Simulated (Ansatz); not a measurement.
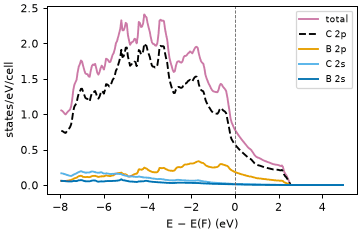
Figure. Total and projected density of states of BC₅ in space group P3m1 (No. 156; Pearson symbol hP6), the program Ansatz at the PBE level (PAW)

### Question
Which orbitals carry the states next to the Fermi level?

### Answer
Within 0.5 eV of the Fermi level: C 2p 74 %, B 2p 23 %. Projections are on Löwdin-orthogonalised atomic valence shells; empty p or d shells of many metals are not among them.

### Question
Where is the tallest occupied peak in this window, and what makes it?

### Answer
Near -4.1 eV, about 2.4 states/eV per cell; the largest projected share is C 2p.

The start of the workflow was typed in or built on a structure type; the Crystallography Open Database copy checked does not list it. Whether it is the stable phase at ambient conditions was not checked. The cell was relaxed with PBE under the symmetry of its start; its stability against distortions is not shown here. Its formation energy is positive at this level, so the cell may be metastable or incomplete.

Potentials: the later of the program's two PAW sets.
